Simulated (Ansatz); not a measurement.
Take AlN (space group Pm-3n, No. 223; a = 5.372 Å; a hypothetical phase, not in the database extracts checked) as the base.

Modification: a hydrostatic pressure of 7.5 GPa.

The values are results of PBE in Ansatz (plane waves to 420 eV, PAW, no SOC), not measurements.

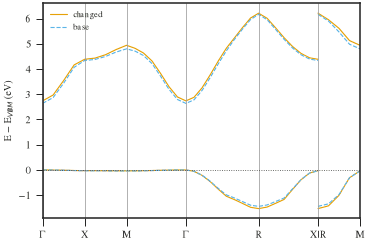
Figure. Highest valence and lowest conduction band along the path, each from its own valence-band maximum

Q: From the figure, how large is the changed gap, and is it direct?

A: About 2.7 eV, direct at Γ.

Load acts through the strain it causes; cell and atoms are relaxed under it. Stability against distortions was not tested. Competing high-pressure phases were not computed.

Ansatz is a program for electronic structure.
